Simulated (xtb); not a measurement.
## C₂H₈GaN: calculation of the molecule and its ions

- system: C₂H₈GaN (GaMe2(NH2)), SMILES [CH3][Ga]([CH3])[NH2]
- method: GFN1-xTB (xtb 6.7.1)

The geometry was optimised with GFN1-xTB.

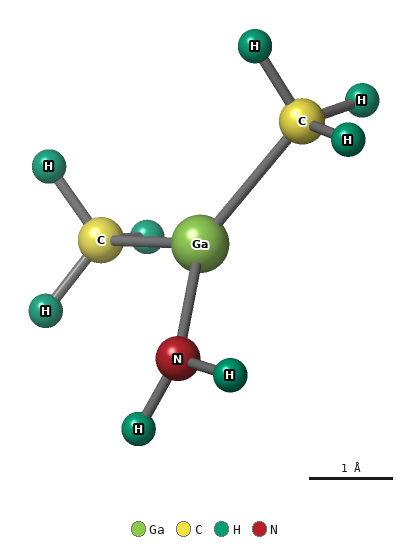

Fig. 1: The structure (ball-and-stick view, seen at a tilt). Sticks mark near contacts.

**Key numbers**

- outcome: converged
- electrons treated: 24
- total energy: −13.040345 hartree
- dispersion energy: −0.003061 hartree
- basis functions: 38
- hardware: 1 thread of Intel Xeon @ 2.50GHz (Skylake/Cascade Lake), 189 GiB of memory available, shared host
- peak memory: 0.072 GiB

Settings chosen away from the usual ones: method = gfn1-xtb; task = vipea; x = {"accuracy": 30}; geo = {"prev": "A"}. These settings are looser than, or depart from, a standard set-up, so the numbers are not reference values for this system.

**Input file (struc.tmol)**
```
$coord
     -0.148249014477     -0.260007417487     -0.141823945653  ga
      3.665898606423     -0.443254159792      0.023111350504  c
      4.406085432177     -2.373250348134     -0.019785432525  h
      4.350168436150      0.424186823195      1.777438598301  h
      4.577048954672      0.586117454814     -1.525292441492  h
     -2.203836401061      2.961918933216     -0.087078579823  c
     -4.243266629280      2.638152156284      0.019407487300  h
     -1.868844650949      4.139426178732     -1.757577576731  h
     -1.691115908928      4.122796588835      1.551861990804  h
     -1.920188509755     -3.304639663178      0.253015430826  n
     -1.128317674492     -5.019433840447     -0.027344337023  h
     -3.795401537743     -3.472012706036     -0.065932544488  h
$end
```

**File .CHRG**
```
0
```

**File .UHF**
```
0
```

Launched with:
```bash
xtb struc.tmol --acc 30 --vipea --gfn 1 > struc.out 2> xtb.err
```

**The program's output**
```
* xtb version 6.7.1
   ID    Z sym.   atoms
    1   31 ga     1
    2    6 c      2, 6
    3    1 h      3-5, 7-9, 11, 12
    4    7 n      10

           -------------------------------------------------
          |                Calculation Setup                |
           -------------------------------------------------

          program call               : xtb struc.tmol --acc 30 --vipea --gfn 1
          coordinate file            : struc.tmol
          omp threads                :                     1

           -------------------------------------------------
          |                 G F N 1 - x T B                 |
           -------------------------------------------------

      * Hamiltonian:
        H0-scaling (s, p, d)           1.850000    2.250000    2.000000
        zeta-weighting                 0.000000
      * Dispersion:
        s8                             2.400000
        a1                             0.630000
        a2                             5.000000
        s9                             0.000000
      * Repulsion:
        kExp                           1.500000
        rExp                           1.000000
      * Coulomb:
        alpha                          2.000000
        third order                    atomic
        anisotropic                    false
      * Halogen bond correction:
        rad-scale                      1.300000
        damping                        0.440000

          ...................................................
          :                      SETUP                      :
          :.................................................:
          :  # basis functions                  38          :
          :  # atomic orbitals                  37          :
          :  # shells                           25          :
          :  # electrons                        24          :
          :  # halogen bonds                     0          :
          :  max. iterations                   250          :
          :  Hamiltonian                  GFN1-xTB          :
          :  restarted?                      false          :
          :  GBSA solvation                  false          :
          :  PC potential                    false          :
          :  electronic temp.          300.0000000     K    :
          :  accuracy                   30.0000000          :
          :  -> integral cutoff          0.2000000E+02      :
          :  -> integral neglect         0.3000000E-06      :
          :  -> SCF convergence          0.3000000E-04 Eh   :
          :  -> wf. convergence          0.6000000E-03 e    :
          :  Broyden damping             0.4000000          :
          :  net charge                          0          :
          :  unpaired electrons                  0          :
          ...................................................

 iter      E             dE          RMSdq      gap      omega  full diag
   1    -13.1784597 -0.131785E+02  0.713E+00    4.79       0.0  T
   2    -13.1885115 -0.100518E-01  0.438E+00    5.37       1.0  T
   3    -13.1886109 -0.994346E-04  0.385E-01    5.13       1.0  T
   4    -13.1892846 -0.673686E-03  0.119E-01    5.31       1.0  T
   5    -13.1893197 -0.350484E-04  0.365E-03    5.30       7.9  T
   6    -13.1893198 -0.157244E-06  0.148E-03    5.29      19.5  T
   7    -13.1893198 -0.316127E-08  0.511E-04    5.29      56.5  T

   *** convergence criteria satisfied after 7 iterations ***

         #    Occupation            Energy/Eh            Energy/eV
      -------------------------------------------------------------
         1        2.0000           -0.7087587             -19.2863
       ...           ...                  ...                  ...
         6        2.0000           -0.5004746             -13.6186
         7        2.0000           -0.5002981             -13.6138
         8        2.0000           -0.4955994             -13.4859
         9        2.0000           -0.4943372             -13.4516
        10        2.0000           -0.4312186             -11.7341
        11        2.0000           -0.4046381             -11.0108
        12        2.0000           -0.3809512             -10.3662 (HOMO)
        13                         -0.1863905              -5.0719 (LUMO)
        14                         -0.1378062              -3.7499
        15                         -0.1161773              -3.1613
        16                         -0.1026379              -2.7929
        17                         -0.0975622              -2.6548
       ...                                ...                  ...
        37                          0.8262792              22.4842
      -------------------------------------------------------------
                  HL-Gap            0.1945607 Eh            5.2943 eV
             Fermi-level           -0.2836709 Eh           -7.7191 eV

 SCC (total)                   0 d,  0 h,  0 min,  0.022 sec
 SCC setup                      ...        0 min,  0.000 sec (  0.758%)
 Dispersion                     ...        0 min,  0.000 sec (  0.480%)
 classical contributions        ...        0 min,  0.000 sec (  0.158%)
 integral evaluation            ...        0 min,  0.005 sec ( 23.838%)
 iterations                     ...        0 min,  0.005 sec ( 22.326%)
 molecular gradient             ...        0 min,  0.011 sec ( 50.809%)
 printout                       ...        0 min,  0.000 sec (  1.527%)

         :::::::::::::::::::::::::::::::::::::::::::::::::::::
         ::                     SUMMARY                     ::
         :::::::::::::::::::::::::::::::::::::::::::::::::::::
         :: total energy             -13.040344571948 Eh    ::
         :: gradient norm              0.000055885313 Eh/a0 ::
         :: HOMO-LUMO gap              5.294266878128 eV    ::
         ::.................................................::
         :: SCC energy               -13.189319818686 Eh    ::
         :: -> electrostatic           0.028214503622 Eh    ::
         :: repulsion energy           0.152036640035 Eh    ::
         :: dispersion energy         -0.003061393297 Eh    ::
         :: halogen bond corr.         0.000000000000 Eh    ::
         :: add. restraining           0.000000000000 Eh    ::
         :: total charge              -0.000000000000 e     ::
         :::::::::::::::::::::::::::::::::::::::::::::::::::::

           -------------------------------------------------
          |        vertical delta SCC IP calculation        |
           -------------------------------------------------

 iter      E             dE          RMSdq      gap      omega  full diag
   1    -12.6024895 -0.126025E+02  0.250E+00    5.29       0.0  T
   2    -12.5853610  0.171284E-01  0.279E+00    5.48       1.0  T
   3    -12.6447989 -0.594378E-01  0.167E+00    5.82       1.0  T
   4    -12.5694331  0.753658E-01  0.281E+00    4.72       1.0  T
   5    -12.6233358 -0.539027E-01  0.195E+00    5.59       1.0  T
   6    -12.6374390 -0.141032E-01  0.182E+00    5.73       1.0  T
   7    -12.6411146 -0.367559E-02  0.173E+00    5.76       1.0  T
   8    -12.6531706 -0.120560E-01  0.142E+00    5.83       1.0  T
   9    -12.6884905 -0.353200E-01  0.355E-01    5.87       1.0  T
  10    -12.6723462  0.161443E-01  0.981E-01    5.86       1.0  T
  11    -12.6909621 -0.186159E-01  0.291E-02    5.88       1.0  T
  12    -12.6877173  0.324482E-02  0.409E-01    5.87       1.0  T
  13    -12.6907133 -0.299600E-02  0.116E-01    5.88       1.0  T
  14    -12.6871644  0.354897E-02  0.442E-01    5.87       1.0  T
  15    -12.6883616 -0.119720E-02  0.366E-01    5.87       1.0  T
  16    -12.6880809  0.280662E-03  0.385E-01    5.87       1.0  T
  17    -12.6894894 -0.140854E-02  0.276E-01    5.88       1.0  T
  18    -12.6902519 -0.762469E-03  0.193E-01    5.88       1.0  T
  19    -12.6907954 -0.543466E-03  0.966E-02    5.88       1.0  T
  20    -12.6909054 -0.109982E-03  0.607E-02    5.88       1.0  T
  21    -12.6909711 -0.657156E-04  0.178E-02    5.88       1.6  T
  22    -12.6909743 -0.324726E-05  0.122E-02    5.88       2.4  T
  23    -12.6909772 -0.290759E-05  0.934E-04    5.88      30.9  T
  24    -12.6909772  0.709832E-07  0.212E-03    5.88      13.6  T
     SCC iter.                  ...        0 min,  0.013 sec
     gradient                   ...        0 min,  0.011 sec
------------------------------------------------------------------------
empirical IP shift (eV):    4.8455
delta SCC IP (eV):    8.7151
------------------------------------------------------------------------
           -------------------------------------------------
          |        vertical delta SCC EA calculation        |
           -------------------------------------------------

 iter      E             dE          RMSdq      gap      omega  full diag
   1    -13.2447743 -0.132448E+02  0.219E+00    1.68       0.0  T
   2    -13.2727646 -0.279903E-01  0.980E-01    1.34       1.0  T
   3    -13.2771352 -0.437059E-02  0.696E-01    1.16       1.0  T
   4    -13.2776700 -0.534785E-03  0.223E-01    1.04       1.0  T
   5    -13.2776802 -0.101827E-04  0.536E-02    1.04       1.0  T
   6    -13.2776861 -0.591227E-05  0.312E-02    1.04       1.0  T
   7    -13.2776925 -0.637255E-05  0.528E-03    1.04       5.5  T
   8    -13.2776925 -0.719705E-08  0.261E-03    1.04      11.1  T
     SCC iter.                  ...        0 min,  0.004 sec
     gradient                   ...        0 min,  0.011 sec
------------------------------------------------------------------------
empirical EA shift (eV):    4.8455
delta SCC EA (eV):   -2.4408
------------------------------------------------------------------------
           -------------------------------------------------
          |                Property Printout                |
           -------------------------------------------------

    * Orbital Energies and Occupations

         #    Occupation            Energy/Eh            Energy/eV
      -------------------------------------------------------------
         1        2.0000           -0.5233827             -14.2420
         2        2.0000           -0.4132518             -11.2452
         3        2.0000           -0.4127924             -11.2327
         4        2.0000           -0.3355134              -9.1298
         5        2.0000           -0.3314860              -9.0202
         6        2.0000           -0.3099591              -8.4344
         7        2.0000           -0.3087999              -8.4029
         8        2.0000           -0.3039842              -8.2718
         9        2.0000           -0.3033619              -8.2549
        10        2.0000           -0.2406539              -6.5485
        11        2.0000           -0.2089174              -5.6849
        12        2.0000           -0.1896630              -5.1610
        13        1.0000            0.0061346               0.1669 (HOMO)
        14                          0.0444339               1.2091 (LUMO)
        15                          0.0682887               1.8582
        16                          0.0764577               2.0805
        17                          0.0862695               2.3475
        18                          0.0903326               2.4581
        19                          0.0932514               2.5375
        20                          0.0983857               2.6772
        21                          0.1144599               3.1146
        22                          0.1520816               4.1384
        23                          0.2272895               6.1849
        24                          0.2426752               6.6035
       ...                                ...                  ...
        37                          1.0146248              27.6093
      -------------------------------------------------------------
                  HL-Gap            0.0382993 Eh            1.0422 eV
             Fermi-level           -0.0332400 Eh           -0.9045 eV

  Mulliken/CM5 charges         n(s)   n(p)   n(d)
     1ga   -0.01608  0.00552   1.481  1.252  0.284
     2c    -0.24050 -0.37560   1.032  3.208  0.000
     3h    -0.02371  0.02777   1.024  0.000  0.000
     4h    -0.01854  0.03268   1.019  0.000  0.000
     5h    -0.04246  0.00858   1.042  0.000  0.000
     6c    -0.24030 -0.37539   1.032  3.208  0.000
     7h    -0.02240  0.02909   1.022  0.000  0.000
     8h    -0.04413  0.00689   1.044  0.000  0.000
     9h    -0.01898  0.03221   1.019  0.000  0.000
    10n    -0.60297 -1.03787   1.436  4.167  0.000
    11h     0.13505  0.32307   0.865  0.000  0.000
    12h     0.13502  0.32305   0.865  0.000  0.000

Wiberg/Mayer (AO) data.
largest (>0.10) Wiberg bond orders for each atom

 ---------------------------------------------------------------------------
     #   Z sym  total        # sym  WBO       # sym  WBO       # sym  WBO
 ---------------------------------------------------------------------------
     1  31 ga   3.046 --    10 n    0.979     6 c    0.800     2 c    0.800
     2   6 c    3.812 --     3 h    0.955     5 h    0.953     4 h    0.942
                             1 ga   0.800
     3   1 h    1.041 --     2 c    0.955
     4   1 h    1.026 --     2 c    0.942
     5   1 h    1.089 --     2 c    0.953
     6   6 c    3.812 --     7 h    0.955     8 h    0.952     9 h    0.943
                             1 ga   0.800
     7   1 h    1.037 --     6 c    0.955
     8   1 h    1.094 --     6 c    0.952
     9   1 h    1.026 --     6 c    0.943
    10   7 n    3.005 --     1 ga   0.979    11 h    0.949    12 h    0.949
    11   1 h    1.017 --    10 n    0.949
    12   1 h    1.017 --    10 n    0.949
 ---------------------------------------------------------------------------

Topologies differ in total number of bonds
Writing topology from bond orders to xtbtopo.mol

 dipole moment from electron density (au)
     X       Y       Z
  -0.0692  -0.1077   0.4678  total (Debye):    1.233

           -------------------------------------------------
          | TOTAL ENERGY              -13.128717220102 Eh   |
          | GRADIENT NORM               0.129383997569 Eh/α |
          | HOMO-LUMO GAP               1.042177453048 eV   |
           -------------------------------------------------

------------------------------------------------------------------------
------------------------------------------------------------------------
 total:
 *  cpu-time:     0 d,  0 h,  0 min,  0.087 sec
 * ratio c/w:     0.981 speedup
 SCF:
 *  cpu-time:     0 d,  0 h,  0 min,  0.073 sec
 * ratio c/w:     0.981 speedup
```

**Standard error**
```
normal termination of xtb
```
